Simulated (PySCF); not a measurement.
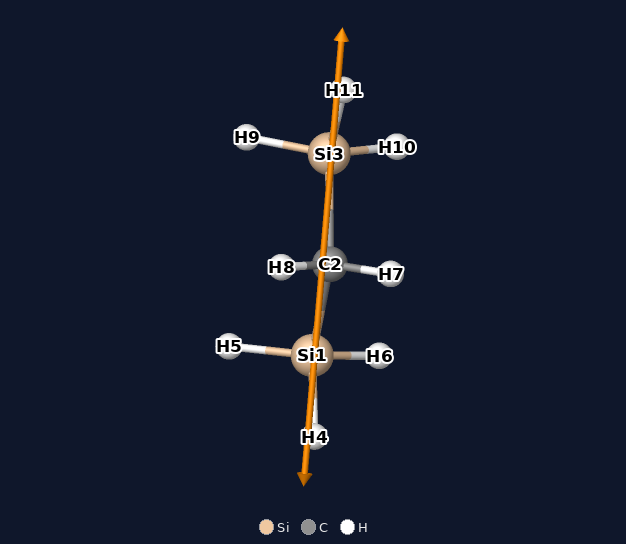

The double arrow shows the direction of the transition dipole to excited singlet state 4 (its length means nothing). The geometry was computed by an optimisation with GFN2-xTB. No frequency run is at hand to confirm it as a minimum. Method: TDDFT B3LYP/def2-SVPD, vertical, gas phase, core orbitals frozen in the response (PySCF 2.14.0).

**Where does the transition lie, and how strong is it?**

8.25 eV (150 nm), oscillator strength 0.21, mainly HOMO → LUMO+2 (weight 0.59); transition dipole 2.58 D.

The geometry is semi-empirical. Around Si such bond lengths and angles can be off by a tenth of an ångström or more and by several degrees, and values that hang on the shape move with them.
